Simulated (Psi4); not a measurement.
# B3LYP/6-31G(d) (spherical functions) run of ZnF2 (SMILES [F][Zn][F])

Aim: the vertical ionisation energy of ZnF2 at B3LYP/6-31G* (spherical functions), from 2 runs. 

The results are computed with Psi4 1.11.

1 further run of the same task is left out (set aside as unsound or not needed).

### Step 1. The molecule

The species is ZnF2 (3 atoms), meant as a singlet with charge 0. SMILES: `[F][Zn][F]`. The shape comes from GFN1-xTB, which is rough for such elements, and wasn't checked as a minimum.

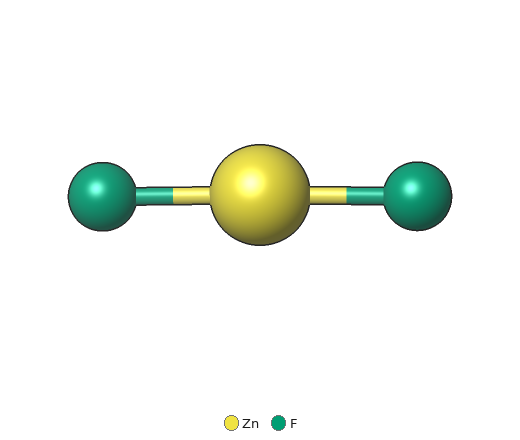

Viewed from a chosen angle; zinc yellow, fluorine teal.

### Step 2. A single-point energy at B3LYP/6-31G(d) (spherical functions)

The input, job.py:

```python
import psi4

psi4.set_memory('1600 MB')
psi4.set_num_threads(1)
psi4.set_output_file('output.dat', False)

geom = psi4.geometry("""
Zn    -0.01744217    -0.01001555    -0.00109604
F     -0.02322473    -0.03458199     3.13127619
F      0.04066691     0.04457864    -3.13018015
units au
symmetry c1
no_reorient
no_com
""")

psi4.set_options({
    'basis': '6-31G*',
    'reference': 'rks',
    'puream': True,
    'e_convergence': 1e-09,
    'd_convergence': 1e-08,
    'scf_type': 'pk',
    'dft_radial_points': 99,
    'dft_spherical_points': 590,
})

E, wfn = psi4.energy('b3lyp', return_wfn=True)
psi4.oeprop(wfn, 'WIBERG_LOWDIN_INDICES', 'QUADRUPOLE', 'MULLIKEN_CHARGES', title='B3LYP')
print('E =', round(E, 9))
```

Launch:

```sh
$ python job.py
```

output.dat, cut to the lines that bear on the results:

```text
[...]
  Running in c1 symmetry.
[...]
  Nuclear repulsion =  185.387666613427797
[...]
  Multiplicity = 1
[...]
  Nalpha       = 24
  Nbeta        = 24
[...]
    Number of basis functions: 62
[...]
   @RKS iter   1: -1976.91791603842012   -1.16203e+00   4.63426e-02 ADIIS/DIIS
[...]
   @RKS iter  12: -1978.84054687429534   -1.13687e-12   2.97162e-09 DIIS
[...]
    Orbital Energies [Eh]
    ---------------------
    Doubly Occupied:
       1A   -347.301106     2A    -42.272959     3A    -37.256526
       4A    -37.256525     5A    -37.255709     6A    -24.642848
       7A    -24.642647     8A     -4.856625     9A     -3.247913
      10A     -3.246957    11A     -3.246956    12A     -1.125606
      13A     -1.111603    14A     -0.544214    15A     -0.523387
      16A     -0.523377    17A     -0.502315    18A     -0.502315
      19A     -0.402757    20A     -0.382898    21A     -0.382711
      22A     -0.381098    23A     -0.343344    24A     -0.343340
[...]
  @RKS Final Energy: -1978.84054687429534
   => Energetics <=
    Nuclear Repulsion Energy =            185.3876666134277968
    One-Electron Energy =               -3131.3570939362862191
    Two-Electron Energy =                1041.4594499008017010
    DFT Exchange-Correlation Energy =     -74.3305694522386204
    Empirical Dispersion Energy =           0.0000000000000000
    VV10 Nonlocal Energy =                  0.0000000000000000
    Total Energy =                      -1978.8405468742953417
[...]
 Multipole Moments:
 ------------------------------------------------------------------------------------
     Multipole            Electronic (a.u.)      Nuclear  (a.u.)        Total (a.u.)
 ------------------------------------------------------------------------------------
 L = 1.  Multiply by 2.5417464519 to convert [e a0] to [Debye]
 Dipole X            :          0.3431406           -0.3662855           -0.0231449
 Dipole Y            :          0.1972188           -0.2104966           -0.0132778
 Dipole Z            :          0.0209766           -0.0230168           -0.0020402
 Magnitude           :                                                    0.0267610
 L = 2.  Multiply by 1.3450342976 to convert [e a0^2] to [Debye ang]
 Quadrupole XX       :        -15.2435835            0.0288655          -15.2147179
 Quadrupole XY       :         -0.0297914            0.0287851           -0.0010063
[...]
  Mulliken Charges: (a.u.)
   Center  Symbol    Alpha    Beta     Spin     Total
       1    ZN    14.50317 14.50317  0.00000  0.99366
       2     F     4.74840  4.74840  0.00000 -0.49681
       3     F     4.74843  4.74843  0.00000 -0.49685
   Total alpha = 24.00000, Total beta = 24.00000, Total charge =  0.00000
  Wiberg Bond Indices using Orthogonal Lowdin Orbitals:
[...]
```

The script printed:

```text
Memory set to   1.490 GiB by Python driver.
  Threads set to 1 by Python driver.
E = -1978.840546874
```

Wall time 6 s (1 thread of Intel Xeon 6975P-C (Granite Rapids), shared host); peak memory 0.49 GiB.

### Step 3. The doublet cation

The input, f2zn.dat:

```
memory 1600 MB

molecule molecule1 {
  1 2
  Zn    -0.009230    -0.005300    -0.000580
  F     -0.012290    -0.018300     1.657000
  F      0.021520     0.023590    -1.656420
  units angstrom
  symmetry c1
}

set {
  reference            uks
  puream               true
  e_convergence        1e-09
  d_convergence        1e-08
  scf_type             pk
  dft_radial_points    99
  dft_spherical_points 590
  maxiter              200
}

E, wfn = energy('b3lyp/6-31G*', return_wfn=True)
oeprop(wfn, 'MULLIKEN_CHARGES', 'QUADRUPOLE', 'LOWDIN_CHARGES', title='B3LYP')
```

Launch:

```sh
$ psi4 -i f2zn.dat -o f2zn.out -n 1
```

f2zn.out, cut to the lines that bear on the results:

```text
[...]
  Running in c1 symmetry.
[...]
  Nuclear repulsion =  185.387666656451188
[...]
  Multiplicity = 2
[...]
  Nalpha       = 24
  Nbeta        = 23
[...]
    Number of basis functions: 62
[...]
   @UKS iter   1: -1976.36662348951427   -6.10737e-01   4.69310e-02 ADIIS/DIIS
[...]
   @UKS iter  15: -1978.37685540079883   -4.54747e-13   6.90695e-09 DIIS
[...]
   @S^2 Observed:                7.579514651E-01
[...]
  @UKS Final Energy: -1978.37685540079883
   => Energetics <=
    Nuclear Repulsion Energy =            185.3876666564511879
    One-Electron Energy =               -3114.6066074592990844
    Two-Electron Energy =                1024.8008326379128903
    DFT Exchange-Correlation Energy =     -73.9587472358638109
    Empirical Dispersion Energy =           0.0000000000000000
    VV10 Nonlocal Energy =                  0.0000000000000000
    Total Energy =                      -1978.3768554007988314
[...]
 Multipole Moments:
 ------------------------------------------------------------------------------------
     Multipole            Electronic (a.u.)      Nuclear  (a.u.)        Total (a.u.)
 ------------------------------------------------------------------------------------
 L = 1.  Multiply by 2.5417464519 to convert [e a0] to [Debye]
 Dipole X            :          0.0252137           -0.0032023            0.0220114
 Dipole Y            :          0.0012857            0.0001745            0.0014603
 Dipole Z            :         -0.0000004           -0.0000000           -0.0000004
 Magnitude           :                                                    0.0220598
 L = 2.  Multiply by 1.3450342976 to convert [e a0^2] to [Debye ang]
 Quadrupole XX       :        -13.7175177            0.0507020          -13.6668156
 Quadrupole XY       :         -2.7022813            2.6713982           -0.0308831
[...]
  Mulliken Charges: (a.u.)
   Center  Symbol    Alpha    Beta     Spin     Total
       1    ZN    14.33214 14.28880  0.04334  1.37906
       2     F     4.83407  4.35501  0.47906 -0.18908
       3     F     4.83379  4.35619  0.47760 -0.18998
   Total alpha = 24.00000, Total beta = 23.00000, Total charge =  1.00000
  Lowdin Charges: (a.u.)
   Center  Symbol    Alpha    Beta     Spin     Total
       1    ZN    14.49029 14.44227  0.04803  1.06744
       2     F     4.75506  4.27834  0.47672 -0.03341
       3     F     4.75464  4.27939  0.47525 -0.03403
[...]
```

It took 7.8 s on 1 thread of Intel Xeon 6975P-C (Granite Rapids), shared host; peak memory 0.5 GiB.

### Step 4. Outcome

Level: B3LYP/6-31G* (spherical functions).

```
                                          quantity           value
                        singlet ZnF2: total energy  -1978.84055 Eh
                       singlet ZnF2: dipole moment          0.07 D
                         singlet ZnF2: HOMO energy        -9.34 eV
                         singlet ZnF2: LUMO energy        -1.38 eV
                       singlet ZnF2: HOMO–LUMO gap         7.97 eV
                      doublet cation: total energy  -1978.37686 Eh
doublet cation: HOMO energy (highest over α and β)       -17.91 eV
 doublet cation: LUMO energy (lowest over α and β)       -15.94 eV
                              doublet cation: ⟨S²⟩           0.758
vertical ionisation energy (to the doublet cation)       12.618 eV
```

In words: The vertical ionisation energy comes to 12.62 eV (1217 kJ/mol). The negative HOMO energy of the first species, 9.34 eV, lies 3.27 eV below that difference.
